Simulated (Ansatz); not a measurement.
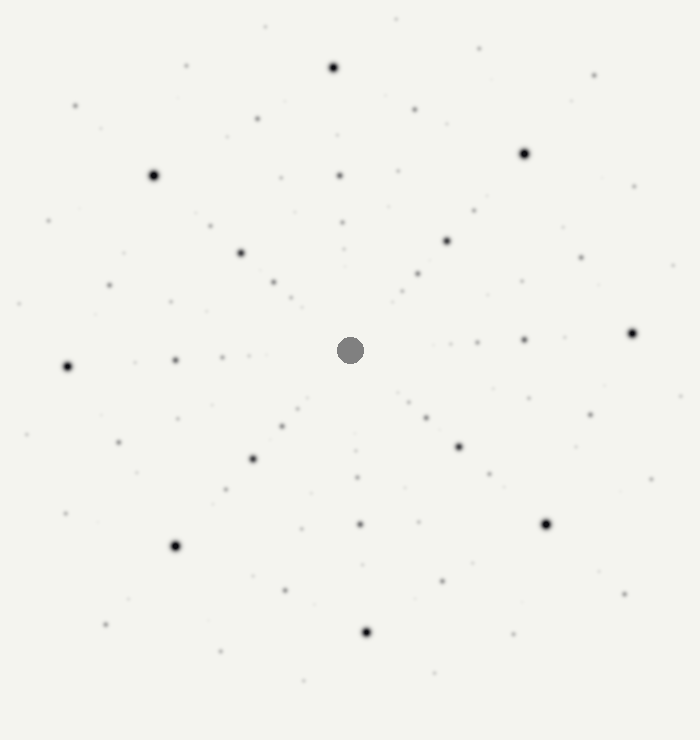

Simulated back-reflection Laue pattern (white X-rays, 0.45 to 2.2 Å, flat plate covering ±45° about the beam, kinematic intensities, seen from the source).

> What symmetry does the pattern show?

4mm: a fourfold axis with mirror lines.

The crystal is Fe, space group Im-3m (No. 229), a = 2.87 Å. Structure: the input geometry of an electronic-structure calculation (not necessarily at equilibrium).

> Which direction points towards the source?

[001] or one equivalent to it by a rotation of the Laue group. In Laue class m-3m no other family of directions with a member of indices 0 and ±1 has this symmetry.
